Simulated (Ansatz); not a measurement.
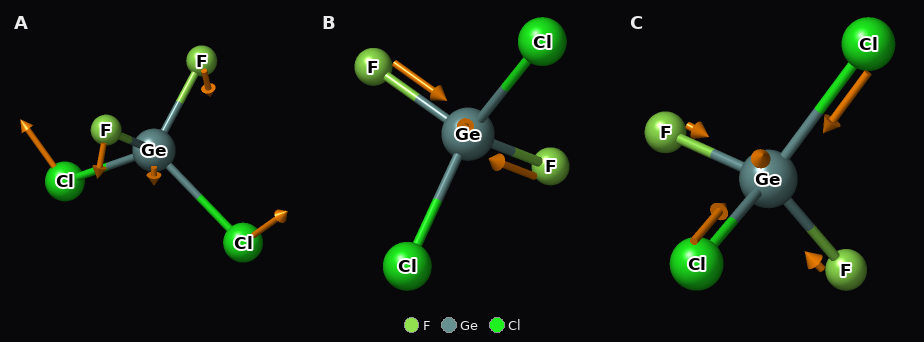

3 normal modes of one molecule or complex, as arrows. Harmonic vibrations computed with RKS PBE0-D4/def2-TZVP (Ansatz 0.2.0) at a stationary point of the same level.

### Match the panels to the wavenumbers 137 cm⁻¹, 442 cm⁻¹, 745 cm⁻¹.

A: 137 cm⁻¹, Cl–Ge–Cl bending
B: 745 cm⁻¹, in-phase stretching of 2 Ge–F bonds
C: 442 cm⁻¹, in-phase stretching of 2 Ge–Cl bonds
